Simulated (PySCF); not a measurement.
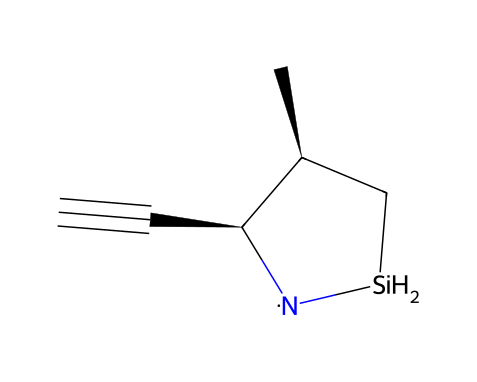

The species is neutral and a spin doublet. The geometry was computed by an optimisation with GFN2-xTB. No frequency run is at hand to confirm it as a minimum. Level of theory: UKS B3LYP, pcH-1 on C H N Si, non-relativistic (PySCF 2.14.0).

Predict the main results.

The species is C₆H₁₀NSi (`C#C[C@@H]1[N][SiH2]C[C@@H]1C`).
- ⟨S²⟩ of the determinant: 0.754
- isotropic g value: 2.00550

The geometry is semi-empirical. Around Si such bond lengths and angles can be off by a tenth of an ångström or more and by several degrees, and values that hang on the shape move with them.
